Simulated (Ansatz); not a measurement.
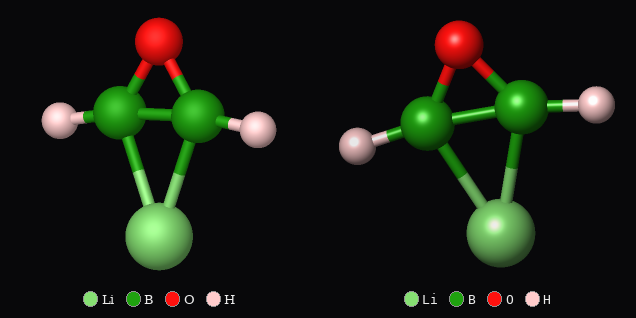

The same structure drawn twice, from different directions.

The species is neutral and a spin doublet. The computed structure is the end point of a PBE-D4/def2-SVP optimisation. No frequency run is at hand to confirm it as a minimum.

What does the picture show?

Formula B₂H₂LiO. This geometry has C2v symmetry. It is an open-shell species. All atoms lie on one plane. Coordination, clear cases only: 2 B see-saw.
